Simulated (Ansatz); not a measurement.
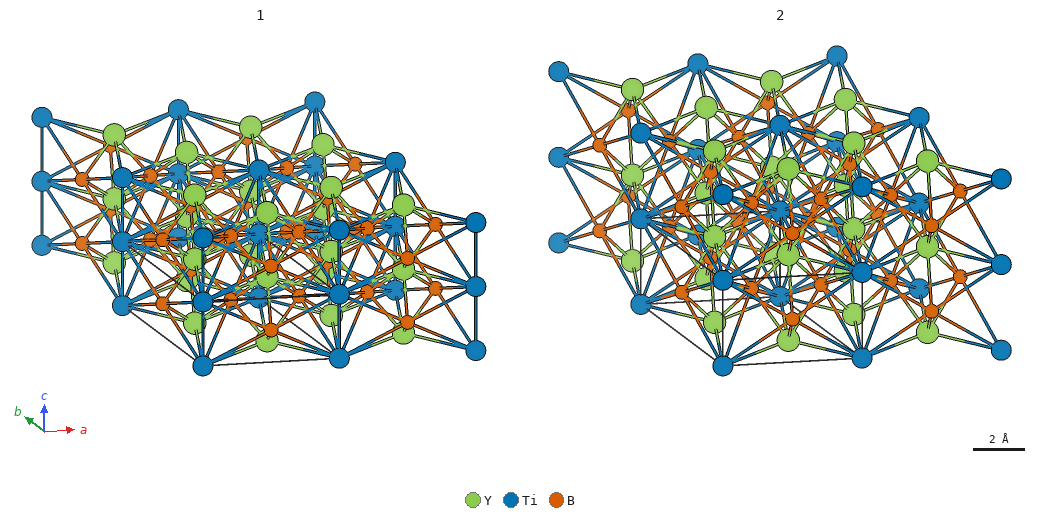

Two geometries of a crystal of Y2TiB3 (a generated structure, set up in P6/mmm) (coarse preliminary run), drawn at one scale. One is the start of a relaxation, the other its converged end. Style: ball-and-stick. Shown: the cell of the calculation, repeated 2 × 2 × 2 with one cell outlined, from a free direction.

All numbers below come from DFT PBE, scalar-relativistic, plane waves, PAW in Ansatz 0.2.0. Settings: plane-wave cutoff 420 eV; k-point mesh 6 × 6 × 6; occupations gaussian; smearing width 0.1 eV; no spin polarisation; cell and atoms relaxed; force threshold 0.04 eV/Å; at most 70 steps.

Question: Which of the two is the end point?

Answer: Structure 2 is the relaxed one. After 10 accepted moves (12 points after the start) the energy has fallen by 1093 meV per atom. All forces vanish by symmetry, so only the cell relaxes. Pressure: 53.75 GPa at the start and −0.04 GPa at the end. At 2 points the geometry stayed and the basis and grid were re-selected for the new cell (energy shift of 37.7 meV per atom at most each time). The atoms keep their places relative to the cell (all moves are under 0.005 Å). The volume changes by +39.2 %, with a = b 5.440 → 5.549 Å (+2.0 %), c 3.022 → 4.044 Å (+33.8 %). Near-neighbour distances that change, for instance: Y–Y 3.022 → 4.044 Å, Ti–Ti 3.022 → 4.044 Å, B–Y 2.179 → 2.579 Å, B–Ti 3.111 → 3.433 Å. Among the angles between lasting bonds that change: Y–B–Y 92.2° → 76.8°, Y–B–Y 87.8° → 103.2°. The space group stays P6/mmm (No. 191). The run took 4.9 min on 1 thread of Intel(R) Xeon(R) Processor @ 2.50GHz (Skylake/Cascade Lake), on a shared host, peak memory 0.45 GiB.
